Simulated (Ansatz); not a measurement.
La$_{8}$CdGa$_{7}$O$_{24}$H (defect cell, 41 atoms in the cell), run with Ansatz.

```
crystal:
  lattice:
    - [7.729308, 0.000000, 0.000000]
    - [0.000000, 7.729308, 0.000000]
    - [0.000000, 0.000000, 7.729308]
  atoms:
    - { symbol: La, position: [0.002558, 0.998645, 0.999205] }
    - { symbol: La, position: [0.003343, 0.999283, 0.500100] }
    - { symbol: La, position: [0.998688, 0.501953, 0.000814] }
    - { symbol: La, position: [0.000886, 0.500753, 0.499135] }
    - { symbol: La, position: [0.500773, 0.002416, 0.002821] }
    - { symbol: La, position: [0.500922, 0.000854, 0.497900] }
    - { symbol: La, position: [0.500610, 0.498605, 0.001134] }
    - { symbol: La, position: [0.501783, 0.497625, 0.495229] }
    - { symbol: Cd, position: [0.252151, 0.249082, 0.292693] }
    - { symbol: Ga, position: [0.251480, 0.250698, 0.747958] }
    - { symbol: Ga, position: [0.254488, 0.751550, 0.247962] }
    - { symbol: Ga, position: [0.247046, 0.748826, 0.749837] }
    - { symbol: Ga, position: [0.751136, 0.247733, 0.249022] }
    - { symbol: Ga, position: [0.750876, 0.248708, 0.748941] }
    - { symbol: Ga, position: [0.750160, 0.749681, 0.247013] }
    - { symbol: Ga, position: [0.748010, 0.749706, 0.750496] }
    - { symbol: O, position: [0.249265, 0.249629, 0.954436] }
    - { symbol: O, position: [0.253991, 0.245548, 0.503556] }
    - { symbol: O, position: [0.248601, 0.755246, 0.002589] }
    - { symbol: O, position: [0.247770, 0.752460, 0.503994] }
    - { symbol: O, position: [0.751860, 0.248333, 0.001249] }
    - { symbol: O, position: [0.748581, 0.246983, 0.499591] }
    - { symbol: O, position: [0.743793, 0.750112, 0.998546] }
    - { symbol: O, position: [0.754420, 0.753788, 0.503686] }
    - { symbol: O, position: [0.001613, 0.250225, 0.253745] }
    - { symbol: O, position: [0.004563, 0.252721, 0.749474] }
    - { symbol: O, position: [0.003706, 0.750524, 0.250245] }
    - { symbol: O, position: [0.998230, 0.750262, 0.749407] }
    - { symbol: O, position: [0.503421, 0.248612, 0.246970] }
    - { symbol: O, position: [0.502975, 0.251166, 0.748023] }
    - { symbol: O, position: [0.497032, 0.746183, 0.249530] }
    - { symbol: O, position: [0.502147, 0.749639, 0.749010] }
    - { symbol: O, position: [0.249937, 0.999096, 0.245790] }
    - { symbol: O, position: [0.248083, 0.003797, 0.751807] }
    - { symbol: O, position: [0.250911, 0.496511, 0.251163] }
    - { symbol: O, position: [0.245354, 0.497510, 0.748819] }
    - { symbol: O, position: [0.750365, 0.996354, 0.249607] }
    - { symbol: O, position: [0.749979, 0.999616, 0.748566] }
    - { symbol: O, position: [0.746867, 0.498368, 0.250509] }
    - { symbol: O, position: [0.748690, 0.499895, 0.749913] }
    - { symbol: H, position: [0.249766, 0.248395, 0.125547] }
  symmetry: { detect: false }
kpoints:
  mp_grid: { grid: [1, 1, 1], shift: [0.25, 0.25, 0.25] }
hamiltonian:
  xc: pbesol
scf:
  occupations: { method: fermi_dirac, width: 0.01 }
  max_iter: 6
output:
  forces: true
  eigenvalues: true
  stress: true
```

Run as:
```bash
ansatz run in.yaml --threads 7 --pin off --max-ram 13300MiB --runs-dir r --events-out ev --progress --plain
```

Question: How does the iteration go?

Answer: The run gave up at step 6 without converging. The residual is still falling at the last step (down to 2.4 × 10⁻⁵). From the first spectrum the program read the system as an insulator and chose the Resta preconditioner.

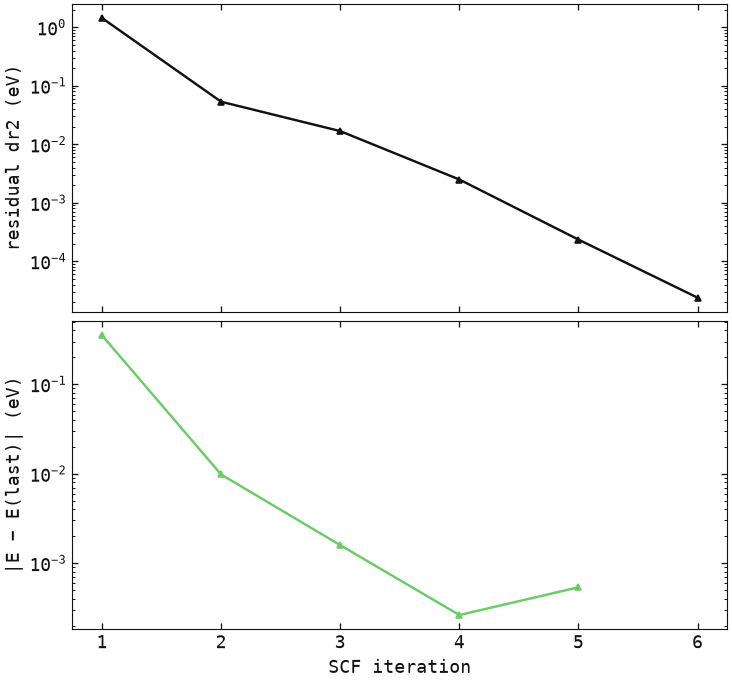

SCF iterations of a calculation: density residual dr2, distance of the Harris–Foulkes energy from its last value. The starting density is a sum of atomic densities corrected by a trained network.
